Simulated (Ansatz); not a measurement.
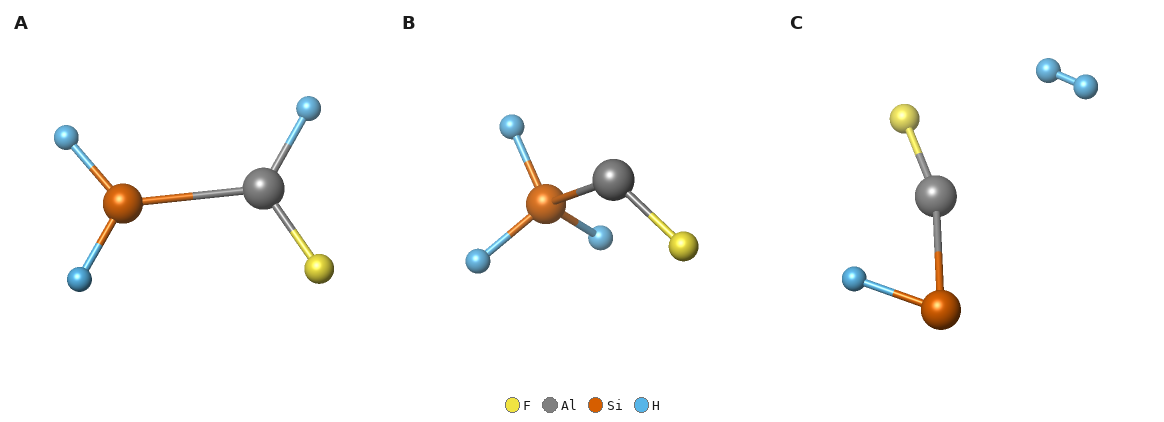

3 stationary structures of one formula. The species is neutral and a spin doublet. Geometries: PBE-D4/def2-SVP. Electronic energies: PBE-D4/def2-SVP (Ansatz 0.2.0), without zero-point energy. No frequency run is at hand to confirm each as a minimum.

Which is lowest in energy, and by how much?

B is lowest (C1); A lies 2.8 kcal/mol above it, C lies 33.0 kcal/mol above it (C1).
